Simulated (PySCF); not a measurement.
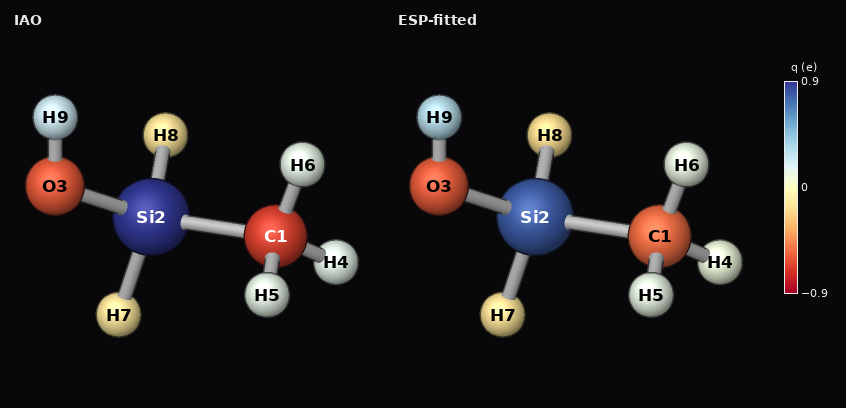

Atomic charges of one calculation by 2 schemes, on one colour scale. The computed structure is the end point of a PBE0-D3(BJ)/def2-SVP optimisation. No frequency run is at hand to confirm it as a minimum. Method: PBE0/STO-3G (PySCF 2.14.0).

On which atom do the schemes disagree most?

On C1 (from −0.66 to −0.53 e).

List the charges (e), one line for each set of equivalent atoms.

```json
{"atom": "C1", "IAO": "−0.66", "ESP-fitted": "−0.53"}
{"atom": "Si2", "IAO": "0.89", "ESP-fitted": "0.78"}
{"atom": "O3", "IAO": "−0.59", "ESP-fitted": "−0.58"}
{"atom": "H4", "IAO": "0.13", "ESP-fitted": "0.10"}
{"atom": "H5", "IAO": "0.13", "ESP-fitted": "0.12"}
{"atom": "H6", "IAO": "0.13", "ESP-fitted": "0.12"}
{"atom": "H7", "IAO": "−0.13", "ESP-fitted": "−0.14"}
{"atom": "H8", "IAO": "−0.14", "ESP-fitted": "−0.17"}
{"atom": "H9", "IAO": "0.23", "ESP-fitted": "0.31"}
```
